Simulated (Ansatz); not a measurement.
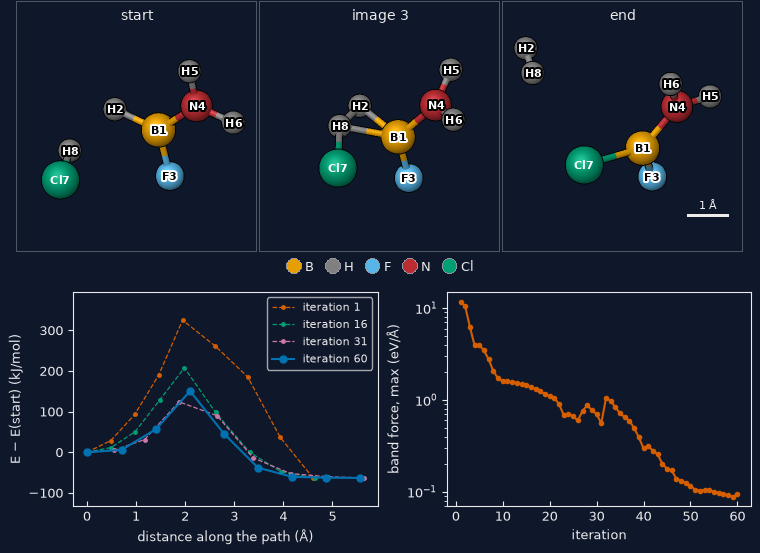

A nudged-elastic-band calculation for BNH4ClF. Images are numbered from 0 (start) to 8 (end). The plot follows the band through its iterations. The picture is a ball-and-stick view, seen from a free direction.

All numbers below come from Ansatz, RKS B3LYP-D4/def2-SVP. Run with 7 movable images; climbing image; force threshold 0.05 eV/Å; iteration limit 60; optimiser FIRE; starting path through a guess of the saddle point.

Question: How did the profile develop, and is the result final?

Answer: The result isn't final. The band hadn't converged when the run stopped after 60 iterations. The largest component of the band force went from 12 to 0.094 eV/Å. The barrier read from it is provisional, though the highest image hardly moved in the last two iterations. The first iteration put the highest image at 325.1 kJ/mol. Forward barrier 150.7 kJ/mol, backward barrier 213.8 kJ/mol, with image 3 at the top; the reaction energy is −63.0 kJ/mol.
